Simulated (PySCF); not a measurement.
# C₄H₇Cl, SMILES `Cl.C=CC=C`: electronic structure

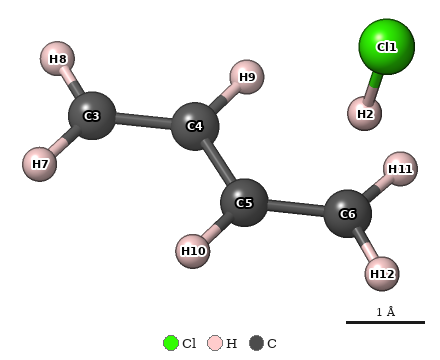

The molecule, with its atoms numbered as below. The pair's geometry is semi-empirical, so its contact may be too short or too long.

Cartesian coordinates (Å):

```
Cl1      2.4124    0.5279    0.0225
H2       1.3613   -0.2521   -0.0046
C3      -2.7483    0.9543    0.1202
C4      -1.8134    0.1686   -0.4044
C5      -1.0093   -0.7418    0.3778
C6      -0.0689   -1.5339   -0.1435
H7      -2.9555    0.9541    1.1780
H8      -3.3372    1.6228   -0.4833
H9      -1.6196    0.1832   -1.4689
H10     -1.1938   -0.7458    1.4442
H11      0.0935   -1.5830   -1.2089
H12      0.4800   -2.2374    0.4599
```

## 1. Bonding charge

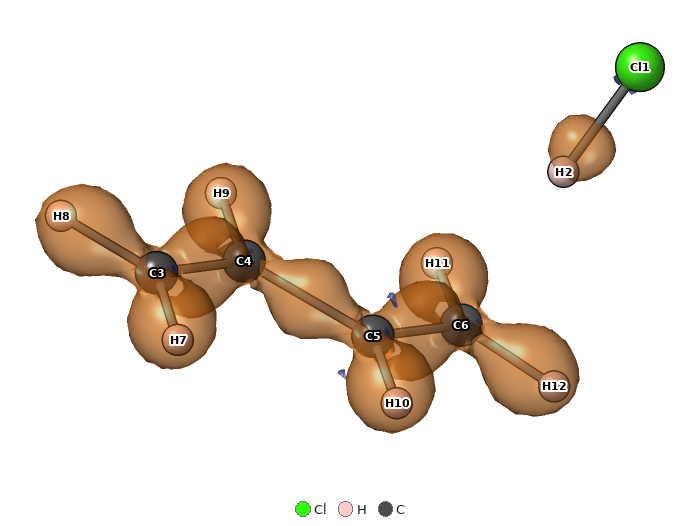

Deformation density (molecule less spherical, spin-averaged free atoms at the same positions), surfaces at ±0.21 e/Å³; orange: gain, blue: loss.

Method: PBE/def2-TZVP; geometry: GFN2-xTB; program: PySCF.

Describe the bonding that the map shows.

Answer. The five largest and four smallest: C3–C4: +0.74 e/Å³ at the bond critical point (bond length 1.33 Å, Mayer order 1.8). C3–H8: +0.73 e/Å³ at the bond critical point (bond length 1.08 Å, Mayer order 1.0). C5–H10: +0.73 e/Å³ at the bond critical point (bond length 1.08 Å, Mayer order 0.9). C5–C6: +0.73 e/Å³ at the bond critical point (bond length 1.33 Å, Mayer order 1.7). C4–H9: +0.72 e/Å³ at the bond critical point (bond length 1.08 Å, Mayer order 0.9). C6–H11: +0.71 e/Å³ at the bond critical point (bond length 1.08 Å, Mayer order 1.0). C4–C5: +0.57 e/Å³ at the bond critical point (bond length 1.45 Å, Mayer order 1.1). Cl1–H2: +0.42 e/Å³ at the bond critical point (bond length 1.31 Å, Mayer order 0.9). H2–C6: −0.05 e/Å³ at the bond critical point (bond length 1.93 Å, Mayer order 0.1). In all, 2.5 electrons gather in the regions of gain relative to the promolecule. A small or negative value marks a very polar bond, one between electron-rich atoms, whose free-atom densities already overlap strongly, a long bond to a heavier atom, or a closed-shell contact such as a hydrogen bond.

Where do the Hirshfeld charges lie?

Answer. The highest Hirshfeld charge is on H2 (+0.06 e), the lowest on Cl1 (−0.17 e).

## 2. Bond critical points

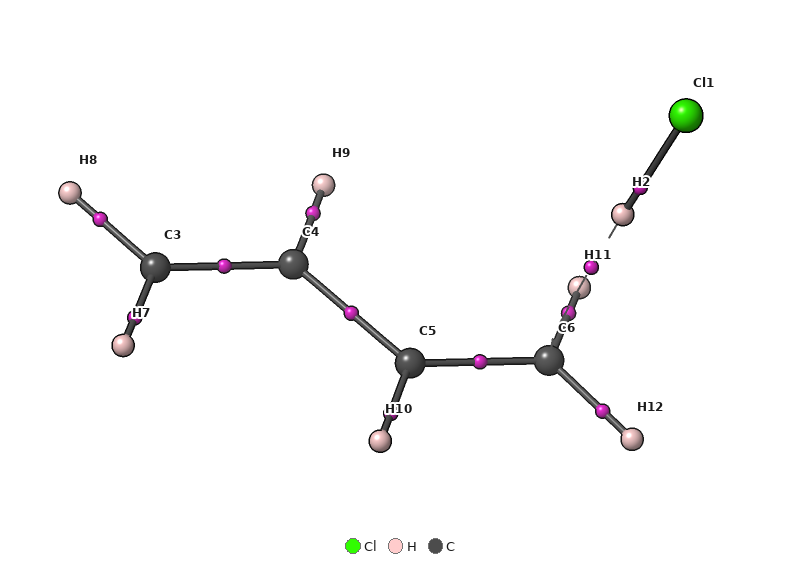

Molecular graph of the electron density (QTAIM): bond paths, bond critical points (magenta), ring points (cyan, if any); weak paths are dashed.

How many critical points of each kind are there, and does the count close?

Answer. 12 nuclei, 11 bond, 0 ring and 0 cage critical points: 12 − 11 + 0 − 0 = 1, as the Poincaré–Hopf relation requires.

Tabulate density, Laplacian, ellipticity and energy density at the bond critical points (atomic units).

Answer.
| bond | length (Å) | ρ (a.u.) | ∇²ρ (a.u.) | ε | H (a.u.) |
| --- | --- | --- | --- | --- | --- |
| C3–C4 | 1.329 | 0.352 | −1.07 | 0.29 | −0.410 |
| C5–C6 | 1.335 | 0.347 | −1.04 | 0.28 | −0.400 |
| C3–H8 | 1.076 | 0.287 | −1.01 | 0.01 | −0.294 |
| C4–C5 | 1.445 | 0.286 | −0.79 | 0.08 | −0.277 |
| C6–H12 | 1.077 | 0.286 | −1.00 | 0.02 | −0.291 |
| C3–H7 | 1.078 | 0.285 | −1.00 | 0.01 | −0.291 |
| C5–H10 | 1.082 | 0.285 | −1.00 | 0.00 | −0.289 |
| C4–H9 | 1.082 | 0.285 | −1.00 | 0.01 | −0.288 |
| C6–H11 | 1.079 | 0.284 | −0.99 | 0.02 | −0.288 |
| Cl1–H2 | 1.309 | 0.228 | −0.58 | 0.00 | −0.198 |
| H2–C6 | 1.926 | 0.033 | +0.06 | 0.13 | −0.002 |

What kind of interaction is C3–H8?

Answer. Shared-shell (covalent): ρ = 0.287, ∇²ρ = −1.01, H = −0.294 a.u.

Are there bond paths between atoms that aren't covalently bonded?

Answer. Yes: H2–C6 (1.93 Å, ρ = 0.033).

## 3. Local ionisation energy

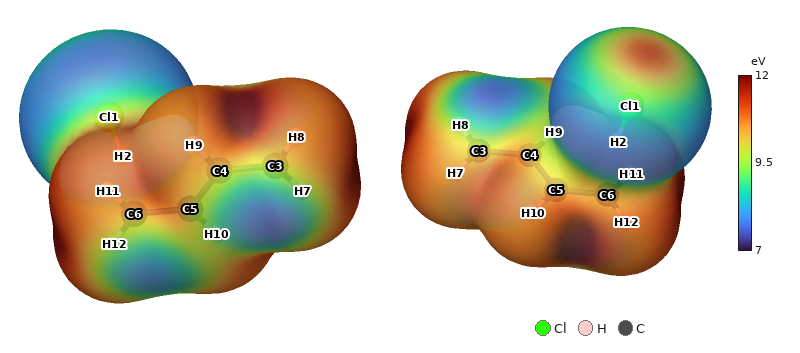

Average local ionisation energy on the surface of electron density 0.001 a.u. (back view left, front view right).

Where are the most loosely bound electrons on this surface?

Answer. The lowest value is 7.8 eV, over C3, off the plane of its three bonds (2.1 Å). Further minima include 7.8 eV, over C3, off the plane of its three bonds (2.0 Å); 7.9 eV, 2.1 Å from Cl1. For comparison, the highest occupied orbital lies at −6.4 eV.

## 4. Binding density

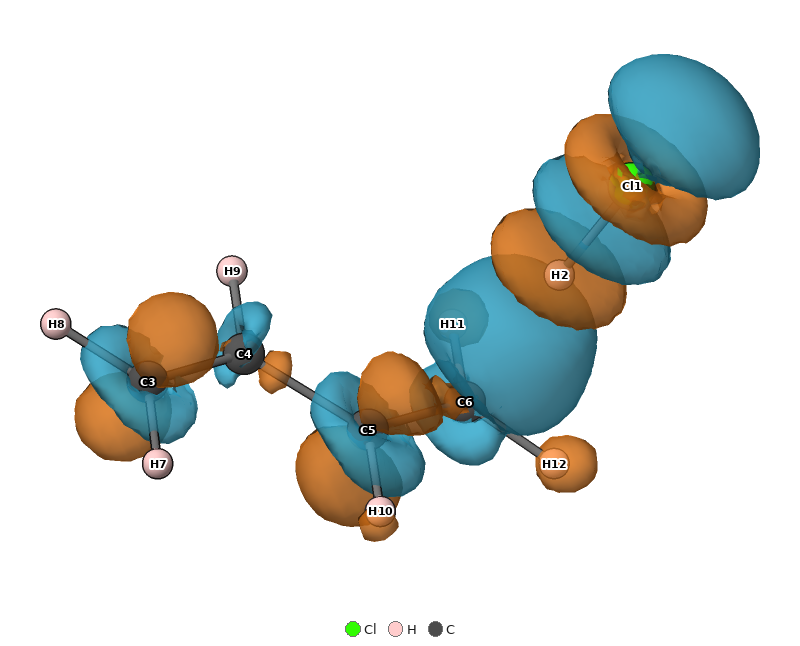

Density of the complex less the densities of the two fragments at the same geometry, ±0.005 e/Å³ (light blue: gain, orange: loss). Fragment A: HCl (atoms 1–2); fragment B: H6C4.

PySCF calculation, PBE/def2-TZVP, gas phase; geometry: GFN2-xTB.

How is the density rearranged on binding?

Answer. Hirshfeld charges show 0.054 e passing from B to A. By Hirshfeld charges, electrons gather most on Cl1 (−0.053 e) and leave C3 most (+0.018 e); 0.14 e is displaced in all, which induces a dipole of 1.49 D.

What is the interaction energy, and which contacts carry it?

Answer. The counterpoise-corrected interaction energy of the frozen fragments is −2.3 kcal/mol without dispersion correction and −3.8 kcal/mol with D3(BJ). The pair geometry is semi-empirical, not a minimum at this level. Contacts: H2···C6, Cl–H···C contact, 1.93 Å, ρ = 0.033 a.u. The pose is a local one from a semi-empirical search, not shown to be the most stable.
